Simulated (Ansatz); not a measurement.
**Al, pressure series**

Start from Al in the fcc (Cu type) structure (space group Fm-3m, No. 225).

```
Al
1.0
    0.00000     2.01999     2.01999
    2.01999     0.00000     2.01999
    2.01999     2.01999     0.00000
Al
1
Direct
  0.00000   0.00000   0.00000
```

Cell and atoms are relaxed at each pressure.

All numbers come from Ansatz (a first-principles code), PBE, PAW, cutoff 420 eV, no spin-orbit coupling, earlier PAW set.

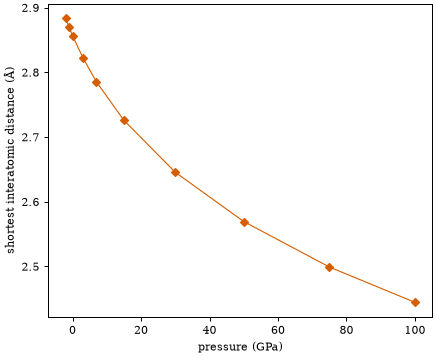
Figure: Shortest interatomic distance against pressure

```csv
pressure (GPa),shortest interatomic distance
-2,5.449 bohr
-1,5.423 bohr
3,5.334 bohr
7,5.263 bohr
15,5.151 bohr
30,4.999 bohr
50,4.855 bohr
75,4.723 bohr
100,4.619 bohr
```

Load acts through the strain it causes; cell and atoms are relaxed under it. No phonon test of stability was made. No other phases were tried under pressure.
